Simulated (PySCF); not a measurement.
**C₂H₄F₃NSi: electronic excitations and core binding energies**

Aim: predict the electronic excitations and core binding energies of C₂H₄F₃NSi (`FC(F)(F)/C=N/[SiH3]`).

The runs use PySCF 2.14.0, with density-fitted response routines of our own; the level of theory stands in each step. All values are computed, except where a source is named. Atoms are numbered from 0 throughout.

### 1 Starting geometry

11 atoms, charge 0, multiplicity 1; geometry from: GFN2-xTB.

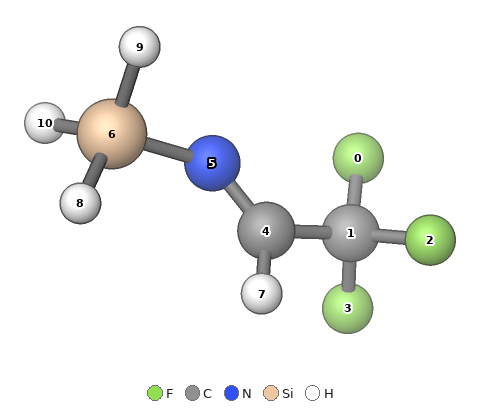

As it starts; fluorine green, carbon grey, nitrogen blue, silicon light orange, hydrogen white, atoms numbered.

### 2 Excited states and response: CAM-B3LYP/def2-SVPD

Job settings and geometry (Å):

```
{"job": {"kind": "uv", "xc": "CAM-B3LYP", "basis": "def2-SVPD", "nstates": 8, "ntriplets": 3}, "charge": 0, "multiplicity": 1}
F     -1.939719     1.438322    -0.607571
C     -1.940514     0.193200    -0.140088
F     -2.604267    -0.566699    -1.029740
F     -2.678488     0.189441     0.984425
C     -0.552724    -0.367527     0.121421
N      0.455876     0.314246    -0.107297
Si     2.161587     0.060777     0.045374
H     -0.588924    -1.390601     0.513450
H      2.550986    -1.252809     0.565997
H      2.607321     0.249573    -1.329406
H      2.534290     1.134748     0.957471
```

Level: TDDFT CAM-B3LYP/def2-SVPD, vertical, gas phase, core orbitals frozen in the response.

The run is started by

```console
OMP_NUM_THREADS=1 python probes_run.py task.json out
```

This one command runs all jobs of the session in turn.

What it wrote:

```text
coarse grid: 10600 points
cycle   1  E = -721.5921039552  dE =  1.039e+00  |g| = 9.699e-01  |ddm| = 4.153e+00
cycle   2  E = -721.4649312069  dE =  1.272e-01  |g| = 1.342e+00  |ddm| = 2.090e+00
cycle   3  E = -721.7720670277  dE = -3.071e-01  |g| = 9.689e-02  |ddm| = 1.269e+00
cycle   4  E = -721.7734980581  dE = -1.431e-03  |g| = 5.950e-02  |ddm| = 1.814e-01
cycle   5  E = -721.7742008778  dE = -7.028e-04  |g| = 1.251e-02  |ddm| = 8.208e-02
cycle   6  E = -721.7742315506  dE = -3.067e-05  |g| = 2.819e-03  |ddm| = 1.606e-02
cycle   7  E = -721.7742335861  dE = -2.035e-06  |g| = 8.168e-04  |ddm| = 5.188e-03
final grid: 101640 points
cycle   8  E = -721.8668788072  dE = -2.027e-05  |g| = 3.962e-03  |ddm| = 3.996e-02
cycle   9  E = -721.8668778994  dE =  9.078e-07  |g| = 4.745e-03  |ddm| = 7.227e-03
cycle  10  E = -721.8668814787  dE = -3.579e-06  |g| = 2.388e-04  |ddm| = 3.353e-03
cycle  11  E = -721.8668814865  dE = -7.854e-09  |g| = 1.586e-04  |ddm| = 4.727e-04
cycle  12  E = -721.8668814913  dE = -4.741e-09  |g| = 4.785e-05  |ddm| = 1.872e-04
cycle  13  E = -721.8668814917  dE = -4.607e-10  |g| = 9.934e-06  |ddm| = 7.548e-05
converged SCF energy = -721.8668814917

Static polarisability (au): isotropic 62.069, principal 50.990 55.991 79.227

Singlet excitations
state   eV       nm        f      main configurations
  1   4.0861    303.4   0.00033   H->L 0.97
  2   6.7201    184.5   0.02588   H->L+1 0.96
  3   7.7721    159.5   0.39547   H-1->L 0.93
  4   7.8463    158.0   0.00303   H-2->L 0.81, H->L+4 0.08
  5   7.9370    156.2   0.08509   H->L+2 0.87
  6   7.9550    155.9   0.00390   H->L+4 0.89
  7   8.3252    148.9   0.09926   H->L+5 0.51, H->L+3 0.37
  8   8.4912    146.0   0.01587   H-1->L+1 0.87

Triplet excitations (Tamm-Dancoff, eV): 3.4540 5.0641 6.4425
```

Wall time 64 s (1 thread of Arm Neoverse V2, shared host); peak memory 0.78 GiB.

The orbitals next to the gap, with their largest atomic shares:

```csv
orbital,eV,atoms
HOMO−3,-12.93,"N5 30 %, Si6 22 %, C4 18 %"
HOMO−2,-11.75,"Si6 38 %, H8 22 %, H10 12 %"
HOMO−1,-11.17,"Si6 24 %, N5 22 %, C4 17 %"
HOMO,-9.29,"N5 56 %, C4 13 %, Si6 10 %"
LUMO,-0.50,"C4 35 %, N5 34 %, Si6 6 %"
LUMO+1,0.75,"Si6 40 %, C4 12 %, H8 11 %"
LUMO+2,1.26,"Si6 61 %, H8 12 %, H10 10 %"
```

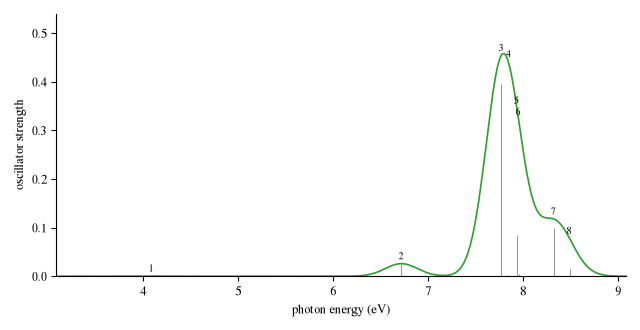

Absorption spectrum from the 8 singlet states computed; above the last one it falls off for lack of states. Lines are broadened to a width of 0.40 eV (Gaussian).

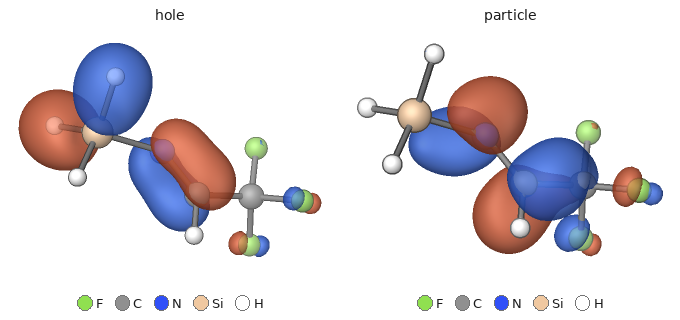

Leading natural transition orbitals of singlet state 3: the electron leaves the hole (left) for the particle orbital (right).

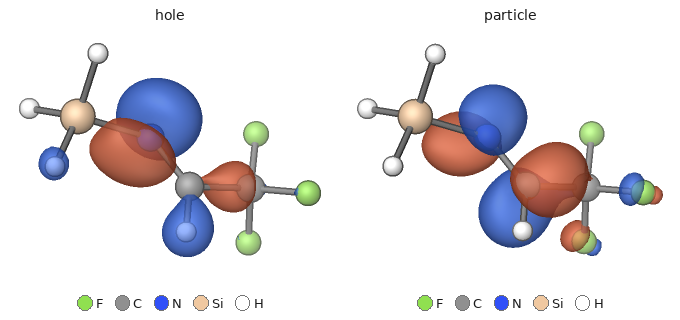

Leading natural transition orbitals of singlet state 1: the electron leaves the hole (left) for the particle orbital (right).

Ground-state properties from the same run:

```csv
property,computed
dipole moment (D),2.96
polarisability (Å³),9.20
HOMO–LUMO gap (eV),8.79
−ε(HOMO) (eV),9.29
```

The fields below are evaluated on a grid from the run's orbitals.

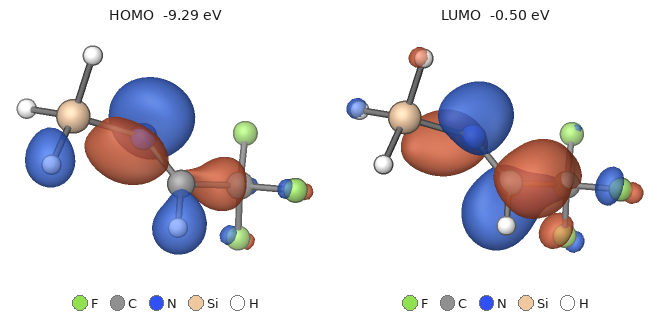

Frontier orbitals at CAM-B3LYP/def2-SVPD; each surface holds 70 % of the orbital's density, blue and red mark the sign.

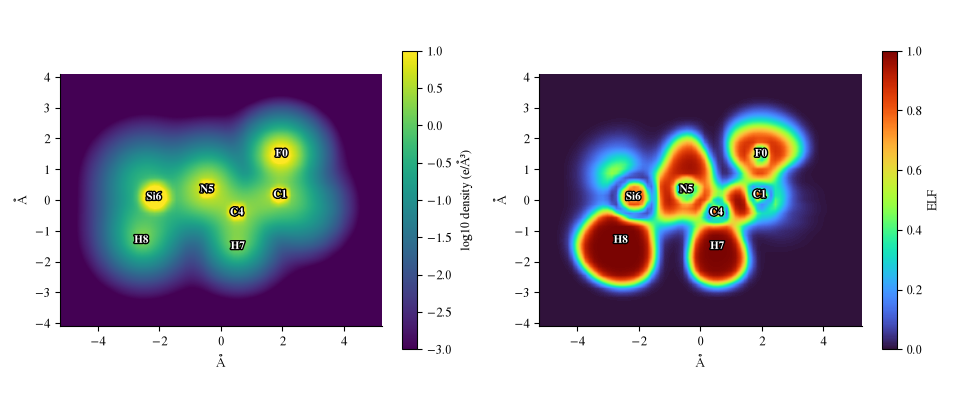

Density (left) and ELF (right) in a plane through or near 7 of the atoms.

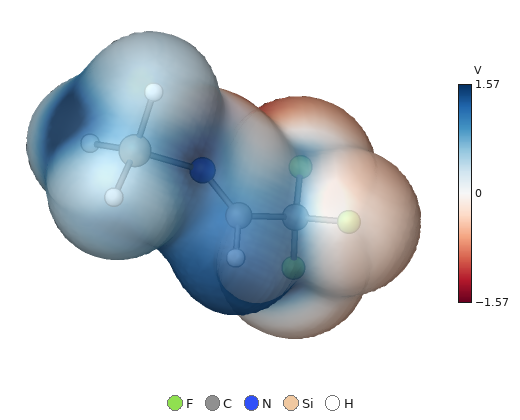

The potential that a unit positive charge feels on the 0.002 e/bohr³ surface, from -1.05 V near N5 to 1.57 V near H8.

### 3 Core-electron binding energies: SCAN, X2C

Same as in step 2 but for these lines:

```diff
@@ -1,2 +1,2 @@
-{"job": {"kind": "uv", "xc": "CAM-B3LYP", "basis": "def2-SVPD", "nstates": 8, "ntriplets": 3}, "charge": 0, "multiplicity": 1}
+{"job": {"kind": "xps"}, "charge": 0, "multiplicity": 1}
 F     -1.939719     1.438322    -0.607571
```

Method: delta-SCF UKS SCAN, pcX-2 on the ionised atom, pcseg-1 elsewhere, spin-free X2C.

What it wrote:

```text
ground state, core basis on atom 0 (F), 153 functions
  cycle   1  E = -722.93411503  |g| = 9.30e-01
  cycle   2  E = -722.50315375  |g| = 1.80e+00
  cycle   3  E = -723.06794524  |g| = 2.27e-01
  cycle   4  E = -723.07813384  |g| = 1.00e-01
  cycle   5  E = -723.08021532  |g| = 2.59e-02
  cycle   6  E = -723.08037004  |g| = 5.77e-03
  cycle   7  E = -723.08037686  |g| = 1.81e-03
  cycle   8  E = -723.08037938  |g| = 1.06e-03
  cycle   9  E = -723.08037758  |g| = 2.23e-04
  E(ground) = -723.11054500 Eh
hole in F 1s of atom 0
  cycle   1  E = -696.68583088  |g| = 2.58e+00
  cycle   2  E = -695.33928660  |g| = 2.58e+00
  cycle   3  E = -697.08361079  |g| = 9.94e-01
  cycle   4  E = -697.41556447  |g| = 6.00e-01
  cycle   5  E = -697.54087840  |g| = 2.42e-01
  cycle   6  E = -697.56552916  |g| = 9.33e-02
  cycle   7  E = -697.56856716  |g| = 3.10e-02
  cycle   8  E = -697.56887940  |g| = 4.53e-03
  cycle   9  E = -697.56888601  |g| = 2.01e-03
  cycle  10  E = -697.56888737  |g| = 5.88e-04
  cycle  11  E = -697.56888847  |g| = 1.42e-04
  E(ion) = -697.60653004 Eh   <S^2> = 0.7572   hole on atom = 1.000   binding energy = 694.000 eV
ground state, core basis on atom 1 (C), 153 functions
  cycle   1  E = -723.04780573  |g| = 1.12e-01
  cycle   2  E = -723.04484477  |g| = 1.67e-01
  cycle   3  E = -723.04911466  |g| = 2.26e-02
  cycle   4  E = -723.04910482  |g| = 2.21e-02
  cycle   5  E = -723.04921845  |g| = 1.87e-03
  cycle   6  E = -723.04921801  |g| = 6.18e-04
  cycle   7  E = -723.04921884  |g| = 1.64e-04
  E(ground) = -723.07646224 Eh
hole in C 1s of atom 1
  cycle   1  E = -711.54964435  |g| = 1.50e+00
  cycle   2  E = -702.40979410  |g| = 4.02e+00
  cycle   3  E = -711.74852886  |g| = 8.03e-01
  cycle   4  E = -711.85148078  |g| = 7.59e-01
  cycle   5  E = -712.07351101  |g| = 1.77e-01
  cycle   6  E = -712.08082402  |g| = 1.25e-01
  cycle   7  E = -712.08701361  |g| = 1.53e-02
  cycle   8  E = -712.08708981  |g| = 8.92e-03
  cycle   9  E = -712.08712348  |g| = 3.58e-03
  cycle  10  E = -712.08712734  |g| = 1.96e-03
  cycle  11  E = -712.08713122  |g| = 9.30e-04
  cycle  12  E = -712.08713257  |g| = 3.83e-04
  E(ion) = -712.11773796 Eh   <S^2> = 0.7714   hole on atom = 1.000   binding energy = 298.202 eV
ground state, core basis on atom 4 (C), 153 functions
  cycle   1  E = -723.03982756  |g| = 6.00e-02
  cycle   2  E = -723.03972950  |g| = 3.09e-02
  cycle   3  E = -723.03954843  |g| = 4.09e-02
  cycle   4  E = -723.03991346  |g| = 7.94e-03
  cycle   5  E = -723.03992587  |g| = 1.45e-03
  cycle   6  E = -723.03992692  |g| = 4.16e-04
  E(ground) = -723.06880667 Eh
hole in C 1s of atom 4
  cycle   1  E = -711.70218375  |g| = 1.51e+00
  cycle   2  E = -709.78936031  |g| = 2.30e+00
  cycle   3  E = -712.07501992  |g| = 5.98e-01
  cycle   4  E = -712.19381409  |g| = 4.29e-01
  cycle   5  E = -712.25416019  |g| = 1.97e-01
  cycle   6  E = -712.27075874  |g| = 5.45e-02
  cycle   7  E = -712.27187923  |g| = 1.58e-02
  cycle   8  E = -712.27205695  |g| = 6.28e-03
  cycle   9  E = -712.27212040  |g| = 4.75e-03
  cycle  10  E = -712.27216304  |g| = 3.65e-03
  cycle  11  E = -712.27218216  |g| = 1.96e-03
  cycle  12  E = -712.27218545  |g| = 6.22e-04
  cycle  13  E = -712.27218627  |g| = 2.41e-04
  E(ion) = -712.30118460 Eh   <S^2> = 0.8099   hole on atom = 1.000   binding energy = 293.002 eV
ground state, core basis on atom 5 (N), 153 functions
  cycle   1  E = -723.05185285  |g| = 7.46e-02
  cycle   2  E = -723.05164592  |g| = 3.90e-02
  cycle   3  E = -723.05128687  |g| = 5.56e-02
  cycle   4  E = -723.05195228  |g| = 7.79e-03
  cycle   5  E = -723.05196344  |g| = 1.53e-03
  cycle   6  E = -723.05196802  |g| = 2.75e-04
  E(ground) = -723.07871634 Eh
hole in N 1s of atom 5
  cycle   1  E = -707.44796681  |g| = 1.86e+00
  cycle   2  E = -706.16018832  |g| = 2.37e+00
  cycle   3  E = -707.97999958  |g| = 7.05e-01
  cycle   4  E = -708.10659758  |g| = 4.23e-01
  cycle   5  E = -708.15643932  |g| = 1.36e-01
  cycle   6  E = -708.16318262  |g| = 2.53e-02
  cycle   7  E = -708.16344150  |g| = 9.75e-03
  cycle   8  E = -708.16349334  |g| = 4.84e-03
  cycle   9  E = -708.16351153  |g| = 2.45e-03
  cycle  10  E = -708.16351567  |g| = 2.06e-03
  cycle  11  E = -708.16351910  |g| = 4.60e-04
  E(ion) = -708.19022188 Eh   <S^2> = 0.7829   hole on atom = 1.000   binding energy = 405.137 eV
ground state, core basis on atom 6 (Si), 164 functions
  cycle   1  E = -723.13247175  |g| = 2.87e-01
  cycle   2  E = -723.13241960  |g| = 4.54e-02
  cycle   3  E = -723.13168406  |g| = 6.70e-02
  cycle   4  E = -723.13259786  |g| = 2.19e-02
  cycle   5  E = -723.13269603  |g| = 2.17e-03
  cycle   6  E = -723.13269964  |g| = 4.30e-04
  E(ground) = -723.11962234 Eh
hole in Si 1s of atom 6
  cycle   1  E = -654.18734139  |g| = 4.35e+00
  cycle   2  E = -654.20118278  |g| = 2.15e+00
  cycle   3  E = -654.76316620  |g| = 9.00e-01
  cycle   4  E = -655.14422567  |g| = 4.35e-01
  cycle   5  E = -655.20989284  |g| = 2.48e-01
  cycle   6  E = -655.23594781  |g| = 6.66e-02
  cycle   7  E = -655.23784227  |g| = 2.71e-02
  cycle   8  E = -655.23810961  |g| = 1.07e-02
  cycle   9  E = -655.23814721  |g| = 2.68e-03
  cycle  10  E = -655.23814972  |g| = 8.03e-04
  cycle  11  E = -655.23815035  |g| = 2.59e-04
  E(ion) = -655.23329381 Eh   <S^2> = 0.7523   hole on atom = 1.000   binding energy = 1847.281 eV
hole in Si 2p of atom 6
  cycle   1  E = -718.84451440  |g| = 1.23e+00
  cycle   2  E = -718.67074079  |g| = 1.11e+00
  cycle   3  E = -719.08546432  |g| = 3.63e-01
  cycle   4  E = -719.15073054  |g| = 1.57e-01
  cycle   5  E = -719.15796004  |g| = 9.39e-02
  cycle   6  E = -719.16166159  |g| = 2.57e-02
  cycle   7  E = -719.16197186  |g| = 8.94e-03
  cycle   8  E = -719.16199664  |g| = 3.03e-03
  cycle   9  E = -719.16200099  |g| = 7.76e-04
  cycle  10  E = -719.16200020  |g| = 2.10e-04
  E(ion) = -719.16076400 Eh   <S^2> = 0.7520   hole on atom = 1.002   binding energy = 107.726 eV
  2p3/2 = 107.486 eV   2p1/2 = 108.110 eV
```

Wall time 52 s (1 thread of Arm Neoverse V2, shared host); peak memory 0.63 GiB.

The holes in one table. −ε is the ground-state orbital energy:

```csv
hole,stands for,environment,ΔSCF (eV; 2p as the shell's mean),−ε (eV),⟨S²⟩
F1s on F0,"F0, F2, F3",fluorine of a CF3 group,694.00,667.8,0.757
C1s on C1,C1,CF3 carbon,298.20,280.6,0.771
C1s on C4,C4,C=N carbon,293.00,276.2,0.810
N1s on N5,N5,imine nitrogen,405.14,386.4,0.783
Si1s on Si6,Si6,"silicon bonded to N, 3 H",1847.28,1793.9,0.752
Si2p on Si6,Si6,"silicon bonded to N, 3 H",107.69,96.7,0.752
```

Each hole run stands for the others of its class of like atoms.

With the spin-orbit splitting: Si6 2p3/2 107.49, 2p1/2 108.11 eV. The table gives each 2p level as the mean over the whole 2p shell (two parts 2p3/2, one part 2p1/2), which differs a little from the single hole in the log.

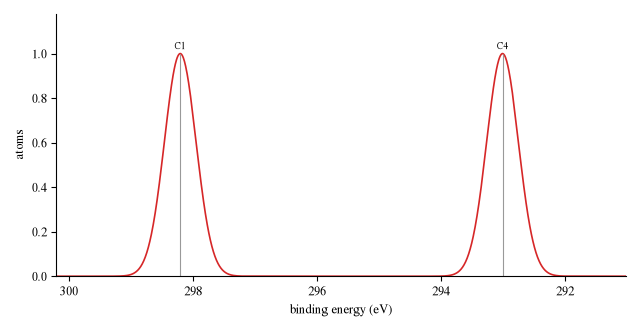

The C1s photoelectron lines, weighted by the number of atoms. Lines are broadened to a width of 0.60 eV (Gaussian).

### 4 Results

| quantity | value |
| --- | --- |
| lowest singlet (CAM-B3LYP/def2-SVPD) | 4.09 eV (303 nm), f = 0.000 |
| brightest single state of those computed | state 3, 7.77 eV, f = 0.395 |
| lowest triplet | 3.45 eV |
| surface potential, least and greatest | -1.05 V and 1.57 V |
| C1s binding energies, SCAN/pcX-2 | C1 298.20, C4 293.00 eV |
| F1s binding energies, SCAN/pcX-2 | F0 694.00 eV |
| N1s binding energies, SCAN/pcX-2 | N5 405.14 eV |
| Si1s binding energies, SCAN/pcX-2 | Si6 1847.28 eV |
| Si2p binding energies, SCAN/pcX-2 | Si6 107.69 eV |

**Reading.** The first singlet state (HOMO→LUMO 0.97) lies at 4.09 eV and is dark; of the 8 states computed, the strongest absorption comes from state 3 at 7.77 eV. The lowest triplet lies 0.63 eV below the lowest singlet (triplets in Tamm-Dancoff, singlets in full TDDFT). At CAM-B3LYP/def2-SVPD, counted by nearest atom on the grid, the HOMO lies on N5 62 %; H7, H8 about 9 % each, the LUMO on C4 34 %; N5 33 %. C1 (CF3 carbon) binds its C1s electron 5.20 eV more tightly than C4 (C=N carbon).
